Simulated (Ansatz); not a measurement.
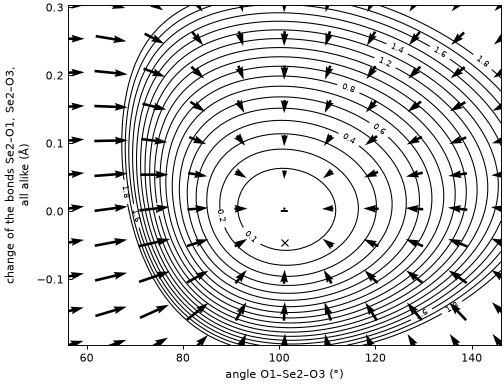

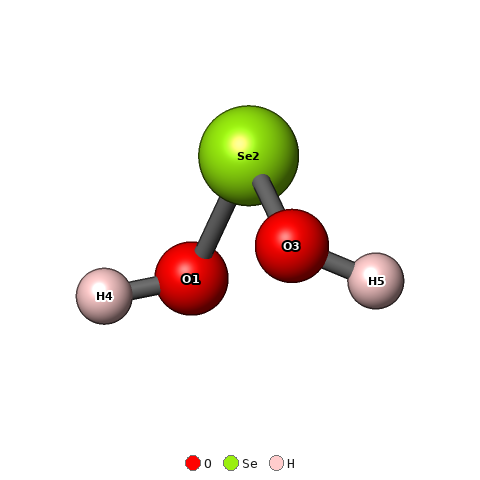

Energy landscape of H₂O₂Se, SMILES O[Se]O. 
- The first coordinate is: angle O1–Se2–O3; the second: change of the bonds Se2–O1, Se2–O3, all alike.
- Nothing is relaxed (all other coordinates rigid).
- The scan uses an 11 × 11 grid. At 1 point there is no value.
- Points are written as (first, second).
- Energies are in eV, from the lowest grid point.
- Computed with RKS wB97X-V/def2-SVP (Ansatz).

The picture shows contour lines labelled in eV (none above 1.8), crosses at grid points without a value, arrows along the force (downhill), their lengths compressed. Between grid points the surface is interpolated. The second picture is the structure at the lowest point.

> Where are the wells?

The lowest grid point is at (101°, 0.004 Å). It is the only kind of minimum in the scanned range. The highest grid point, (56°, −0.197 Å), lies 10.75 eV above the lowest. Round the minimum the two coordinates are nearly uncoupled.

Each point was launched as `ansatz run input.yaml --threads 1 --pin off --max-ram 2560MiB --backend cpu --events-out ev --progress --plain --runs-dir out`. Time for the 120 points that were run: 14 min on 1 thread of Arm Neoverse V2, on a shared host.
